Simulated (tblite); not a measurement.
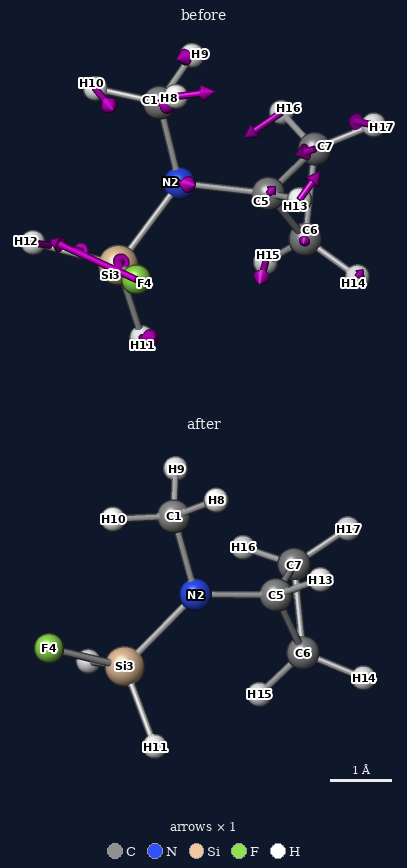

The structure of C4H10FNSi before (top) and after (bottom) a relaxation, at one scale. The purple arrows give the displacements, at their true length.

A ball-and-stick model, seen at a tilt.

Computed with GFN2-xTB geometry optimisation, gas phase (tblite). 

Q: What changed between the two?

A: Over 166 geometry steps the energy falls by 0.281 eV. The largest move after the best rigid fit is that of F4, 1.88 Å. By element the largest moves are F 1.88 Å, H 1.80 Å, C 0.57 Å, N 0.54 Å, Si 0.44 Å. Near-neighbour distances that change, for instance: N2–C5 1.481 → 1.424 Å, N2–Si3 1.748 → 1.712 Å, Si3–H11 1.481 → 1.455 Å, C1–N2 1.462 → 1.449 Å. Bond angles that change, for instance: N2–Si3–H12 108.6° → 117.3°, F4–Si3–H12 110.1° → 102.7°, C1–N2–Si3 118.5° → 122.6°. The run took 1.1 s on 1 thread of Arm Neoverse V1, on a shared host.
